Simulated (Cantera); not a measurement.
Input: 1 mol SiHCl₃, 0.031 mol Cl₂, 70 mol H₂, 0.1 mol HCl, equilibrated at 46.0 mbar.

Cantera equilibrium calculation (NASA polynomials, part measured and part estimated; ideal gas, pure solids and liquids). Candidate condensed phases: Si; 19 gas species. The tables' values for SiCl₃ are old estimates; treat these amounts as uncertain. Rates play no part.

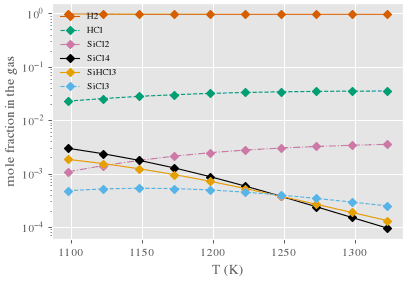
Equilibrium gas composition (values under 1e-9 drawn at 1e-9)

From 1098 K to 1323 K the condensed part is Si(s). The main Si-bearing gas is SiCl₄ at 1098 K and SiCl₂ at 1323 K. The share of Si in condensed phases is highest at 1323 K (70.9 %) and lowest at 1098 K (53.2 %).
